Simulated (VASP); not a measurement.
# CdW with vdW-DF-cx: from relaxation to properties, part 2 of 3

Wanted: the relaxed cell of CdW and its properties. The cell is invented: it takes the structure of a Materials Project entry for MgZr (space group 221 there), with all of its atoms replaced by other elements, volume scaled by an estimate. It may not be a known or stable phase. Left out of this account: 1 further run (elastic: elastic constants of a metal on too coarse a mesh).

VASP 6.6.1, plane waves and PAW; the level of theory is named at each step.

Still holding for the runs below: The k-mesh is coarse for a metal.

So far. Step 2 (Full relaxation (vdW-DF-cx)): It ends with forces that vanish by symmetry and a pressure of -0.04 GPa. The relaxed cell has a = 3.240 Å (conventional setting).

## Step 3: Second relaxation

Level of this step: vdW-DF-cx; plane waves and PAW (W, Cd); invented cell (VASP).

A relaxation keeps the plane waves of the cell it began with, so it is repeated from the new cell, on a basis made for it.

INCAR reads:

```
SYSTEM = CdW
PREC = Accurate
ENCUT = 400
EDIFF = 1E-06
NELM = 100
ISMEAR = 1
SIGMA = 0.2
LREAL = .FALSE.
ALGO = Normal
GGA = CX
AGGAC = 0
LUSE_VDW = .TRUE.
LASPH = .TRUE.
LORBIT = 11
LWAVE = .FALSE.
LCHARG = .FALSE.
IBRION = 2
NSW = 60
ISIF = 3
EDIFFG = -0.01
```

POSCAR reads:

```
CdW
1.0
    3.2395507282      0.0000000000      0.0000000000
    0.0000000000      3.2395507282      0.0000000000
    0.0000000000      0.0000000000      3.2395507282
W Cd
1 1
Direct
    0.5000000000      0.5000000000      0.5000000000
    0.0000000000      0.0000000000      0.0000000000
```

KPOINTS reads:

```
Automatic mesh
0
Gamma
6 6 6
0 0 0
```

Potentials, in the order of the species: W and Cd (PBE family, release 64).

The run is started by

```sh
> mpirun -np 1 vasp_std
```

What it wrote:

```text
[banner, memory and clock lines left out]
running    1 mpi-ranks, on    1 nodes
 distrk:  each k-point on    1 cores,    1 groups
 distr:  one band on    1 cores,    1 groups

 POSCAR found type information on POSCAR W Cd
 POSCAR found :  2 types and       2 ions
 [... a notice as in an earlier step ...]

 [... a notice as in an earlier step ...]

 LDA part: xc-table for (Slater+PW92), standard interpolation
 POSCAR, INCAR and KPOINTS ok, starting setup
 FFT: planning ... GRIDC
 FFT: planning ... GRID_SOFT
 FFT: planning ... GRID
 WAVECAR not read
 entering main loop
       N       E                     dE             d eps       ncg     rms          rms(c)
DAV:   1     0.939206476714E+02    0.93921E+02   -0.82194E+03   520   0.109E+03
DAV:   2    -0.425494481028E+01   -0.98176E+02   -0.93967E+02   595   0.304E+02
DAV:   3    -0.745587663344E+01   -0.32009E+01   -0.30472E+01   645   0.554E+01
DAV:   4    -0.747956562921E+01   -0.23689E-01   -0.23684E-01   565   0.394E+00
DAV:   5    -0.747975412299E+01   -0.18849E-03   -0.18848E-03   630   0.289E-01    0.163E+01
DAV:   6    -0.680117966832E+01    0.67857E+00   -0.11589E+00   580   0.135E+01    0.836E+00
DAV:   7    -0.667955624126E+01    0.12162E+00   -0.41541E-01   609   0.566E+00    0.176E+00
DAV:   8    -0.667161420887E+01    0.79420E-02   -0.17290E-02   545   0.134E+00    0.570E-01
DAV:   9    -0.667097758915E+01    0.63662E-03   -0.78753E-04   615   0.353E-01    0.458E-02
DAV:  10    -0.667099745275E+01   -0.19864E-04   -0.80087E-05   621   0.822E-02    0.436E-02
DAV:  11    -0.667099490216E+01    0.25506E-05   -0.16843E-05   555   0.309E-02    0.542E-03
DAV:  12    -0.667099489289E+01    0.92682E-08   -0.49117E-07   295   0.835E-03
   1 F= -.66709949E+01 E0= -.66676626E+01  d E =-.667099E+01
 curvature:   0.00 expect dE= 0.000E+00 dE for cont linesearch  0.000E+00
 trial: gam= 0.00000 g(F)=  0.000E+00 g(S)=  0.171E-03 ort = 0.000E+00 (trialstep = 0.100E+01)
 search vector abs. value=  0.171E-03
 bond charge predicted
       N       E                     dE             d eps       ncg     rms          rms(c)
DAV:   1    -0.667301155269E+01   -0.20167E-02   -0.41467E-02   520   0.292E+00    0.352E-01
DAV:   2    -0.667108132196E+01    0.19302E-02   -0.58281E-03   535   0.134E+00    0.170E-01
DAV:   3    -0.667094239887E+01    0.13892E-03   -0.25984E-04   560   0.166E-01    0.905E-02
DAV:   4    -0.667091769439E+01    0.24704E-04   -0.43275E-05   583   0.467E-02    0.301E-02
DAV:   5    -0.667091692487E+01    0.76952E-06   -0.62573E-06   550   0.308E-02
   2 F= -.66709169E+01 E0= -.66675778E+01  d E =0.779680E-04
 trial-energy change:    0.000078  1 .order    0.000109   -0.000171    0.000390
 step:   0.3844(harm=  0.3049)  dis= 0.00000  next Energy=    -6.671030 (dE=-0.346E-04)
 bond charge predicted
       N       E                     dE             d eps       ncg     rms          rms(c)
DAV:   1    -0.667181872472E+01   -0.90103E-03   -0.15493E-02   520   0.178E+00    0.218E-01
DAV:   2    -0.667109593637E+01    0.72279E-03   -0.21731E-03   535   0.809E-01    0.106E-01
DAV:   3    -0.667103959021E+01    0.56346E-04   -0.97578E-05   560   0.103E-01    0.575E-02
DAV:   4    -0.667102698569E+01    0.12605E-04   -0.16517E-05   573   0.289E-02    0.186E-02
DAV:   5    -0.667102530154E+01    0.16841E-05   -0.22769E-06   430   0.192E-02    0.533E-03
DAV:   6    -0.667102511555E+01    0.18600E-06   -0.87413E-07   270   0.161E-02
   3 F= -.66710251E+01 E0= -.66676902E+01  d E =-.302227E-04
 curvature:  -0.15 expect dE=-0.104E-05 dE for cont linesearch -0.104E-05
 trial: gam= 0.00000 g(F)=  0.986E-66 g(S)=  0.689E-05 ort =-0.343E-04 (trialstep = 0.877E+00)
 search vector abs. value=  0.689E-05
 reached required accuracy - stopping structural energy minimisation
```

The job ended after 44 s (1 MPI rank of Intel Xeon Platinum 8375C at 2.90GHz (Ice Lake), shared host; peak memory 0.26 GiB).

From OUTCAR (step 3):

```text
  LATTYP: Found a simple cubic cell.
 ALAT       =     3.2395507282

The static configuration has the point symmetry O_h .

 Found     20 irreducible k-points:

   ENCUT  =  400.0 eV  29.40 Ry    5.42 a.u.   5.28  5.28  5.28*2*pi/ulx,y,z

   NELECT =      18.0000    total number of electrons

 E-fermi :   5.3096

 k-point     1 :       0.0000    0.0000    0.0000
  band No.  band energies     occupation
    ...
      4      -3.2969      2.00000
      5      -3.2969      2.00000
      6      -3.2969      2.00000
      7       3.6051      2.00000
      8       3.6051      2.00000
      9       7.1903     -0.00000
     10       7.1903     -0.00000
     11       7.1903     -0.00000
     12      11.3550      0.00000
     13      11.3550      0.00000

 k-point     2 :       0.1667    0.0000    0.0000
  band No.  band energies     occupation
    ...
      4      -3.3355      2.00000
      5      -3.3355      2.00000
      6      -3.2646      2.00000
      7       3.5060      2.00000
      8       3.6375      2.00000
      9       6.2676     -0.00000
     10       6.2676     -0.00000
     11       7.1144     -0.00000
     12       9.5599      0.00000
     13      12.8495      0.00000

Total vdW correction in eV:      3.0747573

  Total        0.0097552      0.0097552      0.0097552      0.0000000      0.0000000     -0.0000000
  in kB        0.4603418      0.4603418      0.4603418      0.0000000      0.0000000     -0.0000000
  external PRESSURE =       0.4603418 kB  Pullay stress =       0.0000000 kB

  energy-cutoff  :      400.00
  volume of cell :       33.95
      direct lattice vectors                 reciprocal lattice vectors
     3.238091161  0.000000000 -0.000000000     0.308823918 -0.000000000  0.000000000
     0.000000000  3.238091161 -0.000000000    -0.000000000  0.308823918 -0.000000000
    -0.000000000  0.000000000  3.238091161     0.000000000  0.000000000  0.308823918

 POSITION                                       TOTAL-FORCE (eV/Angst)
 -----------------------------------------------------------------------------------
      1.61905      1.61905      1.61905         0.000000      0.000000      0.000000
      0.00000      0.00000      0.00000        -0.000000      0.000000     -0.000000
 -----------------------------------------------------------------------------------
    total drift:                                0.000000      0.000000      0.000000

  FREE ENERGIE OF THE ION-ELECTRON SYSTEM (eV)
  ---------------------------------------------------
  free  energy   TOTEN  =        -6.6710251155 eV

  energy  without entropy=       -6.6610202921  energy(sigma->0) =       -6.66769017

Total vdW correction in eV:      3.0747521

 total charge
# of ion       s       p       d       tot
------------------------------------------
    1        0.521   0.478   4.030   5.030
    2        0.578   0.576   9.429  10.583
--------------------------------------------------
tot          1.099   1.054  13.459  15.613

[... 5 parts as in an earlier step ...]

[... 6 further parts left out ...]
```

CONTCAR:

```
CdW
   1.00000000000000
     3.2380911613411558    0.0000000000000000   -0.0000000000000000
     0.0000000000000000    3.2380911613411558   -0.0000000000000000
    -0.0000000000000000    0.0000000000000000    3.2380911613411558
  W               Cd
     1     1
Direct
     0.5000000000000000    0.5000000000000000    0.5000000000000000
     0.0000000000000000    0.0000000000000000    0.0000000000000000
```

Little changed from the start: no atom moved by 0.005 Å and no cell edge by 0.1 %.

This step gave:

```
free energy (TOTEN)             : -6.671 eV
energy at zero smearing         : -6.668 eV
Fermi energy                    : 5.310 eV
pressure                        : 0.04603 GPa
SCF cycles over all ionic steps : 23
```

It ends with forces that vanish by symmetry and a pressure of 0.05 GPa. The volume moved by only 0.14 %, so the volume is settled.

## Step 4: Single point with fields (vdW-DF-cx)

The relaxed cell gets a fresh self-consistent run, on a basis set for its own volume, to fix the density and to check the remaining stress.

Changes to INCAR since step 3:

```diff
@@ -15,6 +15,5 @@
 LWAVE = .FALSE.
-LCHARG = .FALSE.
-IBRION = 2
-NSW = 60
-ISIF = 3
-EDIFFG = -0.01
+LCHARG = .TRUE.
+ISIF = 2
+LELF = .TRUE.
+LVHAR = .TRUE.
```

POSCAR reads:

```
CdW
1.0
    3.2380911613      0.0000000000      0.0000000000
    0.0000000000      3.2380911613      0.0000000000
    0.0000000000      0.0000000000      3.2380911613
W Cd
1 1
Direct
    0.5000000000      0.5000000000      0.5000000000
    0.0000000000      0.0000000000      0.0000000000
```

KPOINTS is that of step 3.

The run is started by

```sh
> mpirun -np 1 vasp_std
```

What it wrote:

```text
[... set-up lines as in an earlier step ...]
 entering main loop
       N       E                     dE             d eps       ncg     rms          rms(c)
DAV:   1     0.925754966668E+02    0.92575E+02   -0.85227E+03   544   0.110E+03
DAV:   2    -0.444943075208E+01   -0.97025E+02   -0.92522E+02   605   0.303E+02
DAV:   3    -0.745655142597E+01   -0.30071E+01   -0.29783E+01   640   0.544E+01
DAV:   4    -0.747895549888E+01   -0.22404E-01   -0.22394E-01   580   0.393E+00
DAV:   5    -0.747907360610E+01   -0.11811E-03   -0.11810E-03   625   0.259E-01    0.163E+01
DAV:   6    -0.680130514166E+01    0.67777E+00   -0.11563E+00   585   0.135E+01    0.839E+00
DAV:   7    -0.667942005905E+01    0.12189E+00   -0.41448E-01   609   0.565E+00    0.177E+00
DAV:   8    -0.667149908421E+01    0.79210E-02   -0.17002E-02   535   0.134E+00    0.568E-01
DAV:   9    -0.667086661342E+01    0.63247E-03   -0.79009E-04   625   0.353E-01    0.457E-02
DAV:  10    -0.667088647219E+01   -0.19859E-04   -0.75960E-05   634   0.810E-02    0.424E-02
DAV:  11    -0.667088416305E+01    0.23091E-05   -0.16594E-05   565   0.311E-02    0.545E-03
DAV:  12    -0.667088415931E+01    0.37351E-08   -0.46398E-07   315   0.833E-03
   1 F= -.66708842E+01 E0= -.66675493E+01  d E =-.100045E-01
```

Run time: 17 s. Hardware: 1 MPI rank; peak memory 0.26 GiB.

Parts of OUTCAR (step 4):

```text
  LATTYP: Found a simple cubic cell.
 ALAT       =     3.2380911613

The static configuration has the point symmetry O_h .

 Found     20 irreducible k-points:

   NELECT =      18.0000    total number of electrons

 E-fermi :   5.3096

 k-point     1 :       0.0000    0.0000    0.0000
  band No.  band energies     occupation
    ...
      4      -3.2968      2.00000
      5      -3.2968      2.00000
      6      -3.2968      2.00000
      7       3.6052      2.00000
      8       3.6052      2.00000
      9       7.1904     -0.00000
     10       7.1904     -0.00000
     11       7.1904     -0.00000
     12      11.3550      0.00000
     13      11.3550      0.00000

 k-point     2 :       0.1667    0.0000    0.0000
  band No.  band energies     occupation
    ...
      4      -3.3354      2.00000
      5      -3.3354      2.00000
      6      -3.2645      2.00000
      7       3.5060      2.00000
      8       3.6375      2.00000
      9       6.2676     -0.00000
     10       6.2676     -0.00000
     11       7.1144     -0.00000
     12       9.5599      0.00000
     13      12.8495      0.00000

Total vdW correction in eV:      3.0747516

  Total        0.0059943      0.0059943      0.0059943      0.0000000      0.0000000     -0.0000000
  in kB        0.2828649      0.2828649      0.2828649      0.0000000      0.0000000     -0.0000000
  external PRESSURE =       0.2828649 kB  Pullay stress =       0.0000000 kB

  energy-cutoff  :      400.00
  volume of cell :       33.95
      direct lattice vectors                 reciprocal lattice vectors
     3.238091161  0.000000000  0.000000000     0.308823918  0.000000000  0.000000000
     0.000000000  3.238091161  0.000000000     0.000000000  0.308823918  0.000000000
     0.000000000  0.000000000  3.238091161     0.000000000  0.000000000  0.308823918

 POSITION                                       TOTAL-FORCE (eV/Angst)
 -----------------------------------------------------------------------------------
      1.61905      1.61905      1.61905         0.000000      0.000000      0.000000
      0.00000      0.00000      0.00000         0.000000      0.000000      0.000000
 -----------------------------------------------------------------------------------
    total drift:                                0.000000      0.000000      0.000000

  FREE ENERGIE OF THE ION-ELECTRON SYSTEM (eV)
  ---------------------------------------------------
  free  energy   TOTEN  =        -6.6708841593 eV

  energy  without entropy=       -6.6608796125  energy(sigma->0) =       -6.66754931

Total vdW correction in eV:      3.0747500

[... 6 parts as in an earlier step ...]

[... 6 further parts left out ...]
```

This step gave:

```yaml
scf_cycles: 12
pressure: 0.02829 GPa
```

Valence electrons inside each PAW sphere by angular momentum. Sphere charges, by row:

| atom | s (e) | p (e) | d (e) | tot (e) |
| --- | --- | --- | --- | --- |
| W1 | 0.521 | 0.478 | 4.03 | 5.03 |
| Cd2 | 0.578 | 0.576 | 9.429 | 10.58 |

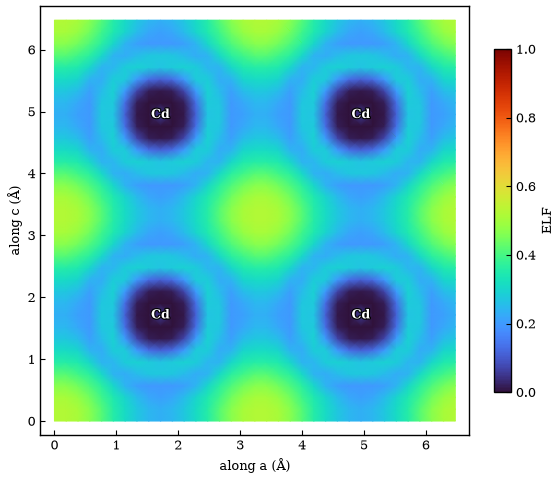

ELF in the ac plane at fractional y = 0.000, with atoms of Cd within 0.2 Å of it. It is the smooth field of the valence electrons, not physical close to the nuclei. The map starts off the cell's origin, so that atoms lie inside it.

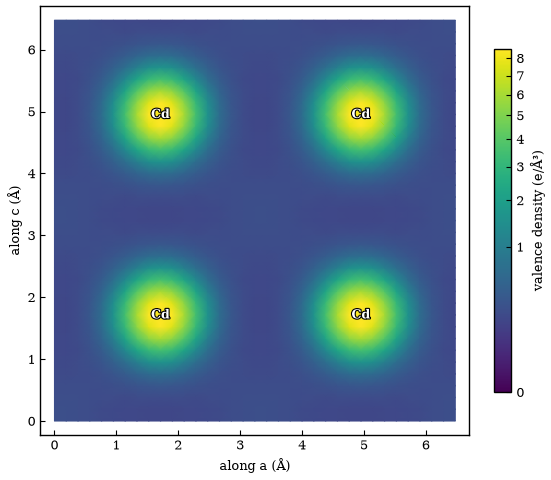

Valence density in the ac plane at fractional y = 0.000, with atoms of Cd within 0.2 Å of it. It is the smooth field of the valence electrons, not physical close to the nuclei. The map starts off the cell's origin, so that atoms lie inside it. The colour scale is stretched toward low values.

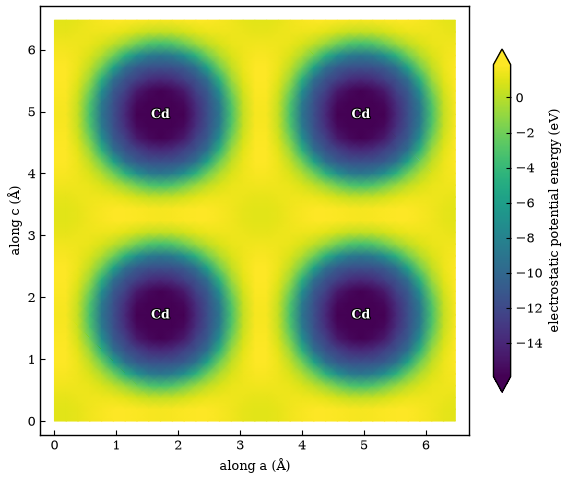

Electrostatic potential energy in the ac plane at fractional y = 0.000, with atoms of Cd within 0.2 Å of it. With pseudopotentials it is smooth inside the atoms' cores, unlike the true potential. The map starts off the cell's origin, so that atoms lie inside it.

In this run the pressure is 0.03 GPa, small enough to go on.

## Step 5: Bands along the symmetry lines (vdW-DF-cx)

The mesh alone shows little of the dispersion and can miss band extrema, so KPOINTS_OPT adds a path through the symmetry points after the self-consistent cycle.

Changes to INCAR since step 4:

```diff
@@ -15,5 +15,2 @@
 LWAVE = .FALSE.
-LCHARG = .TRUE.
-ISIF = 2
-LELF = .TRUE.
-LVHAR = .TRUE.
+LCHARG = .FALSE.
```

POSCAR is that of step 4.

KPOINTS is that of step 4.

KPOINTS_OPT reads:

```
Line mode
16
Line-mode
Reciprocal
  0.00000000   0.00000000   0.00000000 GAMMA
  0.00000000   0.50000000   0.00000000 X

  0.00000000   0.50000000   0.00000000 X
  0.50000000   0.50000000   0.00000000 M

  0.50000000   0.50000000   0.00000000 M
  0.00000000   0.00000000   0.00000000 GAMMA

  0.00000000   0.00000000   0.00000000 GAMMA
  0.50000000   0.50000000   0.50000000 R

  0.50000000   0.50000000   0.50000000 R
  0.00000000   0.50000000   0.00000000 X

  0.50000000   0.50000000   0.00000000 M
  0.50000000   0.50000000   0.50000000 R
```

The run is started by

```sh
> mpirun -np 1 vasp_std
```

What it wrote:

```text
[... set-up lines as in an earlier step ...]
 entering main loop
       N       E                     dE             d eps       ncg     rms          rms(c)
[... 12 cycles as in an earlier step ...]
   1 F= -.66708842E+01 E0= -.66675493E+01  d E =-.100045E-01
 Start KPOINTS_OPT (optional k-point list driver)
k-point batch [1-20\96]
       N       E                     dE             ncg
DAV:   1     0.168062698002E+04   -0.34524E+04      544
DAV:   2    -0.293401042718E+03   -0.19740E+04      625
DAV:   3    -0.347362413281E+03   -0.53961E+02      580
DAV:   4    -0.347650307503E+03   -0.28789E+00      640
DAV:   5    -0.347653315910E+03   -0.30084E-02      625
DAV:   6    -0.347653391653E+03   -0.75742E-04      611
DAV:   7    -0.347653393992E+03   -0.23393E-05      448
DAV:   8    -0.347653394090E+03   -0.98026E-07      443
[...]
k-point batch [81-96\96]
       N       E                     dE             ncg
DAV:   1     0.318641728759E+04   -0.10080E+05      440
DAV:   2     0.175839214768E+04   -0.14280E+04      451
DAV:   3     0.170708230588E+04   -0.51310E+02      531
DAV:   4     0.170663941688E+04   -0.44289E+00      451
DAV:   5     0.170663645258E+04   -0.29643E-02      511
DAV:   6     0.170663641663E+04   -0.35952E-04      476
DAV:   7     0.170663641612E+04   -0.51074E-06      406
```

Elapsed: 24 s, on 1 MPI rank; peak memory 0.26 GiB.

Parts of OUTCAR (step 5):

```text
   NELECT =      18.0000    total number of electrons

 E-fermi :   5.3096

Total vdW correction in eV:      3.0747516

Total vdW correction in eV:      3.0747500

[... 20 parts as in an earlier step ...]

[... 2 further parts left out ...]
```

Spin-orbit coupling is off here; with elements this heavy it splits and shifts levels by tenths of an eV or more.

The electronic bands at the labelled points (eV, zero at the Fermi level; # counts the bands kept):

| point | #6 | #7 | #8 | #9 | #10 | #11 |
| --- | --- | --- | --- | --- | --- | --- |
| Γ | -8.61 | -1.70 | -1.70 | 1.88 | 1.88 | 1.88 |
| X | -5.84 | -4.40 | -2.12 | -0.65 | -0.65 | 1.58 |
| M | -4.45 | -1.37 | -0.93 | -0.93 | 1.02 | 1.02 |
| Γ | -8.61 | -1.70 | -1.70 | 1.88 | 1.88 | 1.88 |
| R | -3.61 | -3.61 | -3.61 | 2.55 | 3.10 | 3.10 |
| X | -5.84 | -4.40 | -2.12 | -0.65 | -0.65 | 1.58 |
| jump to M | -4.45 | -1.37 | -0.93 | -0.93 | 1.02 | 1.02 |
| R | -3.61 | -3.61 | -3.61 | 2.55 | 3.10 | 3.10 |

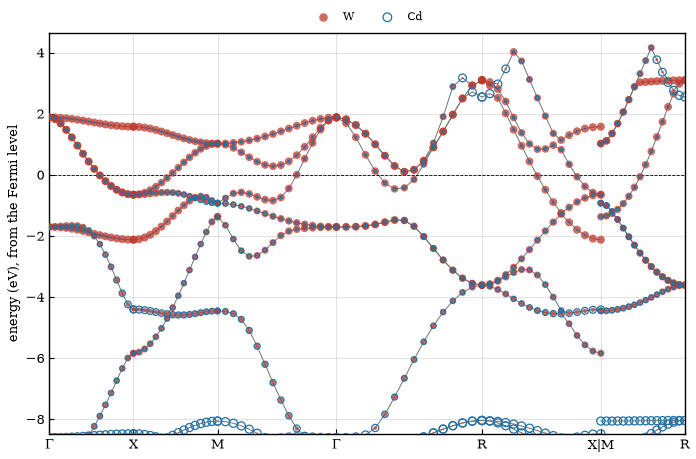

Electronic bands along the path; dots are coloured as in the legend, and their area grows with the weight.

There is no gap at this level.

(Continued in part 3 of 3.)

[Lines on the potential files, build, host, timing and source positions are cut from VASP's logs without a mark.]

[Logs are printed without paths, hosts, clocks, repeated set-up lines and the standing remarks that a program may print on its own settings, such as how far it seeks lower states.]

[Hosts, paths, dates, database ids (printed as entryN), source tags and the programs' standing remarks are cut or masked in the printed files.]

[A measured line is paired with the nearest computed mode of its activity, which favours agreement.]

[In band tables of VASP the shares of atoms and orbitals are scaled to a sum of 1 inside the atoms' spheres.]
